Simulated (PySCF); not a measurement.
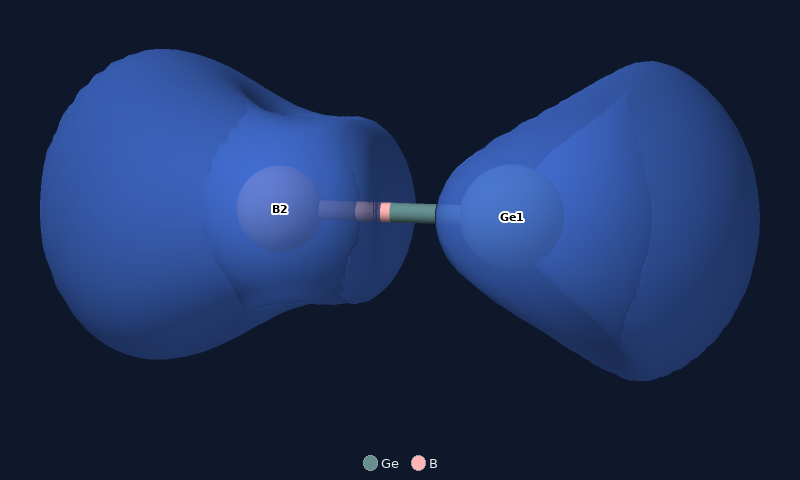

Figure 1: GeB (charge −1, triplet). Isosurface of the electron localisation function at 0.75 (blue), seen from one side. Only the valence region is drawn (cores and ρ < 0.01 e/Å³ removed).

Theory: PySCF 2.14.0, PBE0/aug-pcseg-1, non-relativistic, at a bond length of 1.934 Å.

What do the ELF domains correspond to?

Answer. The ELF exceeds this value in one lobe on B, pointing away from the bonds (non-bonding electrons) and one lobe on Ge, pointing away from the bonds (non-bonding electrons). Profiles from the grid: Ge–B (1.93 Å): the ELF peaks at about 0.85 in the valence shell of B, 0.7 Å from its nucleus, and is about 0.55 at the midpoint.
